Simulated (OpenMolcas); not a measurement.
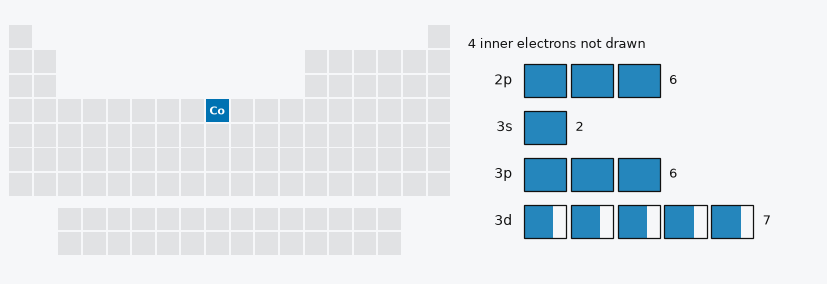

Fig. 1: Left, the place of cobalt in the periodic table; right, the outer shells of the leading configuration of the lowest level: a box for each of the 2l + 1 orbitals, shaded by the share of the shell that is filled, with the electron count at the right.

Run report: Co²⁺ complex, multiconfigurational calculation (part 1 of 2)

System: Co²⁺ with 4 ligands (Br; tetrahedron, 2.49 Å), neutralised by 4 outer point charges of +0.5 e, whose field is part of the energies.
Method: state-averaged CASSCF, active space 7 electrons in the shell 3d, basis ANO-RCC-VDZP on the metal and ANO-RCC-VDZP on the ligands, DKH2 scalar Hamiltonian, spin-orbit coupling by RASSI with atomic mean-field integrals (OpenMolcas).

**Output (extracts)**
```
--- SEWARD ---
Basis set label: CO.ANO-RCC...5S4P2D1F.

      Electronic valence basis set:
      ------------------
      Associated Effective Charge  27.000000 au
      Associated Actual Charge     27.000000 au
      Nuclear Model: Point charge

      Shell  nPrim  nBasis  Cartesian Spherical Contaminant
         s      21       5        X
         p      15       4        X
         d      10       2                 X
         f       6       1                 X
                  Relativistic Douglas-Kroll-Hess integrals:
                    - DKH order of Hamiltonian: 2
                    - DKH order of Properties : 0
                  Atomic mean-field integrals
--- RASSCF ---
Wave function specifications:
      -----------------------------

      Number of closed shell electrons         162
      Number of electrons in active shells       7
      Max number of holes in RAS1 space          0
      Max nr of electrons in RAS3 space          0
      Number of inactive orbitals               81
      Number of active orbitals                  5
      Number of secondary orbitals              56
      Spin quantum number                      1.5
      State symmetry                             1
Orbital specifications:
      -----------------------

      Symmetry species                           1
                                                 a
      Frozen orbitals                            0
      Inactive orbitals                         81
      Active orbitals                            5
      RAS1 orbitals                              0
      RAS2 orbitals                              5
      RAS3 orbitals                              0
      Secondary orbitals                        56
      Deleted orbitals                           0
      Number of basis functions                142
      Number of CSFs                            10
      Number of root(s) required                10
      Iter CI   SX   CI       RASSCF       Energy    max ROT     max BLB   max BLB  Level Ln srch  Step   QN
          iter iter root      energy       change     param      element    value   shift minimum  type update
 Nr of preliminary CI iterations:   1
      Total energies have been shifted. Add               -11000.00 au
        1   1   16    0  -809.58409152    0.00E+00  -3.93E-02   82  91 1  1.79E-01*  1.29   0.00    SX    NO
        2   1   16    0  -809.77838407   -1.94E-01* -1.52E-02    7 104 1  8.93E-02*  1.06   0.00    SX    NO
        3   1   15    0  -809.83120069   -5.28E-02* -9.08E-03   22  87 1  2.30E-02*  1.04   0.00    SX    NO
        4   1   15    0  -809.84553888   -1.43E-02* -4.14E-03   22  87 1  1.41E-02*  1.00   0.00    SX    NO
        5   1   14    0  -809.85011251   -4.57E-03* -5.02E-03   22  87 1  9.28E-03*  1.00   2.32    LS   YES
        6   1   14    0  -809.85229810   -2.19E-03*  1.78E-03    9 106 1 -1.60E-02*  0.99   1.09    QN   YES
        7   1   13    0  -809.85277655   -4.78E-04*  1.49E-03   82  91 1 -3.22E-03*  0.98   1.38    QN   YES
        8   1   12    0  -809.85298944   -2.13E-04* -8.49E-04    9 106 1  2.25E-03*  0.98   1.29    QN   YES
        9   1   11    0  -809.85302125   -3.18E-05* -3.78E-04    8 105 1  1.03E-03*  0.98   1.35    QN   YES
       10   1   10    0  -809.85302833   -7.08E-06* -1.75E-04   13 107 1 -2.94E-04*  0.98   1.46    LS   YES
       11   1   11    0  -809.85302874   -4.07E-07* -6.16E-05    9 106 1 -3.68E-04*  0.98   0.71    QN   YES
       12   1    9    0  -809.85302986   -1.12E-06* -4.07E-05    8 105 1 -1.77E-04*  0.98   1.66    LS   YES
       13   1    8    0  -809.85303007   -2.18E-07* -4.95E-05   52  88 1  8.53E-05   0.98   1.32    QN   YES
       14   1    8    0  -809.85303020   -1.30E-07* -7.41E-05   13 107 1  5.39E-05   0.98   2.50    LS   YES
       15   1    8    0  -809.85303023   -3.05E-08* -2.71E-05    7 104 1  4.54E-05   0.98   0.63    QN   YES
       16   1    7    0  -809.85303027   -3.40E-08*  7.89E-06    8 105 1  1.42E-05   0.98   1.15    QN   YES
       17   1    6    0  -809.85303027   -1.08E-09  -3.48E-06   22 103 1  3.92E-06   0.98   0.51    QN   YES
      Convergence after 17 iterations
       18   1    6    0  -809.85303027    1.14E-09  -3.48E-06   13 107 1 -1.83E-06   0.98   0.51    QN   YES
      Natural orbitals and occupation numbers for root  1
      sym 1:   1.000000   1.000000   2.000000   1.000000   2.000000
      Natural orbitals and occupation numbers for root  2
      sym 1:   1.034357   1.000000   1.965643   1.965643   1.034357
      Natural orbitals and occupation numbers for root  3
      sym 1:   1.966458   1.000000   1.033542   1.033542   1.966458
::    RASSCF root number  1 Total energy: -11809.88692348
::    RASSCF root number  2 Total energy: -11809.87895554
::    RASSCF root number  3 Total energy: -11809.87895554
::    RASSCF root number  4 Total energy: -11809.87895554
::    RASSCF root number  5 Total energy: -11809.87279102
::    RASSCF root number  6 Total energy: -11809.87279102
::    RASSCF root number  7 Total energy: -11809.87279102
::    RASSCF root number  8 Total energy: -11809.79604652
::    RASSCF root number  9 Total energy: -11809.79604652
::    RASSCF root number 10 Total energy: -11809.79604652
--- RASSCF ---
Wave function specifications:
      -----------------------------

      Number of closed shell electrons         162
      Number of electrons in active shells       7
      Max number of holes in RAS1 space          0
      Max nr of electrons in RAS3 space          0
      Number of inactive orbitals               81
      Number of active orbitals                  5
      Number of secondary orbitals              56
      Spin quantum number                      0.5
      State symmetry                             1
Orbital specifications:
      -----------------------

      Symmetry species                           1
                                                 a
      Frozen orbitals                            0
      Inactive orbitals                         81
      Active orbitals                            5
      RAS1 orbitals                              0
      RAS2 orbitals                              5
      RAS3 orbitals                              0
      Secondary orbitals                        56
      Deleted orbitals                           0
      Number of basis functions                142
      Number of CSFs                            40
      Number of root(s) required                40
      Iter CI   SX   CI       RASSCF       Energy    max ROT     max BLB   max BLB  Level Ln srch  Step   QN
          iter iter root      energy       change     param      element    value   shift minimum  type update
 Nr of preliminary CI iterations:   1
      Total energies have been shifted. Add               -11000.00 au
        1   1    9    0  -809.73564130    0.00E+00  -5.71E-03   86  95 1 -1.44E-02*  1.01   0.00    SX    NO
        2   1    8    0  -809.73631220   -6.71E-04* -4.52E-03   65 104 1  9.26E-03*  1.02   0.00    SX    NO
        3   1    8    0  -809.73652964   -2.17E-04*  2.64E-03   86  95 1 -2.92E-03*  1.02   0.00    SX    NO
        4   1    7    0  -809.73661240   -8.28E-05*  1.87E-03   65 104 1  1.46E-03*  1.02   0.00    SX    NO
        5   1    7    0  -809.73664590   -3.35E-05*  2.77E-03   86  95 1 -7.74E-04*  1.02   2.50    LS   YES
        6   1    8    0  -809.73666630   -2.04E-05*  7.56E-04   65 104 1 -2.27E-03*  1.01   1.08    QN   YES
        7   1    7    0  -809.73667058   -4.28E-06*  9.54E-05   86  95 1  4.78E-04*  1.02   0.84    QN   YES
        8   1    6    0  -809.73667076   -1.77E-07* -1.03E-04   70  87 1 -2.09E-04*  1.02   0.57    QN   YES
        9   1    6    0  -809.73667084   -7.68E-08*  1.54E-04   70  87 1 -1.20E-04*  1.01   2.50    LS   YES
       10   1    6    0  -809.73667077    7.23E-08* -7.89E-05   86  95 1 -2.18E-04*  1.01   0.27    LS   YES
       11   1    6    0  -809.73667086   -9.15E-08* -2.25E-05   86  95 1 -1.26E-04*  1.01   1.14    QN   YES
       12   1    6    0  -809.73667087   -1.09E-08* -3.37E-05   70  87 1 -4.42E-05   1.02   2.50    LS   YES
       13   1    6    0  -809.73667084    2.92E-08* -2.07E-05   65 104 1  1.18E-04*  1.02   0.12    LS   YES
       14   1    5    0  -809.73667086   -2.58E-08* -2.10E-05   70  87 1 -3.87E-05   1.02   1.07    QN   YES
       15   1    5    0  -809.73667086    4.79E-09   1.12E-05   70  87 1 -2.13E-05   1.02   0.10    QN   YES
      Convergence after 15 iterations
       16   1    5    0  -809.73667086   -1.01E-09   1.12E-05   70  87 1 -1.21E-05   1.02   0.10    QN   YES
      Natural orbitals and occupation numbers for root  1
      sym 1:   1.153707   1.236101   1.732658   1.107348   1.770186
      Natural orbitals and occupation numbers for root  2
      sym 1:   1.095336   1.177731   1.770186   1.224089   1.732658
      Natural orbitals and occupation numbers for root  3
      sym 1:   1.224133   1.258619   1.582588   1.216704   1.717957
::    RASSCF root number  1 Total energy: -11809.79883654
::    RASSCF root number  2 Total energy: -11809.79883654
::    RASSCF root number  3 Total energy: -11809.79841920
::    RASSCF root number  4 Total energy: -11809.79841920
::    RASSCF root number  5 Total energy: -11809.79841920
::    RASSCF root number  6 Total energy: -11809.79814213
::    RASSCF root number  7 Total energy: -11809.79424407
::    RASSCF root number  8 Total energy: -11809.79424407
::    RASSCF root number  9 Total energy: -11809.79424407
::    RASSCF root number 10 Total energy: -11809.77389843
::    RASSCF root number 11 Total energy: -11809.77389843
::    RASSCF root number 12 Total energy: -11809.77389843
::    RASSCF root number 13 Total energy: -11809.77171663
::    RASSCF root number 14 Total energy: -11809.77171663
::    RASSCF root number 15 Total energy: -11809.77171663
::    RASSCF root number 16 Total energy: -11809.76837158
::    RASSCF root number 17 Total energy: -11809.76837158
::    RASSCF root number 18 Total energy: -11809.76680053
::    RASSCF root number 19 Total energy: -11809.76680053
::    RASSCF root number 20 Total energy: -11809.76680053
::    RASSCF root number 21 Total energy: -11809.76530408
::    RASSCF root number 22 Total energy: -11809.76530408
::    RASSCF root number 23 Total energy: -11809.76530408
::    RASSCF root number 24 Total energy: -11809.75810392
::    RASSCF root number 25 Total energy: -11809.75810392
::    RASSCF root number 26 Total energy: -11809.75810392
::    RASSCF root number 27 Total energy: -11809.75544751
::    RASSCF root number 28 Total energy: -11809.75544751
::    RASSCF root number 29 Total energy: -11809.69174201
::    RASSCF root number 30 Total energy: -11809.68974653
```

(Continued in part 2.) Outcome of the run: converged.
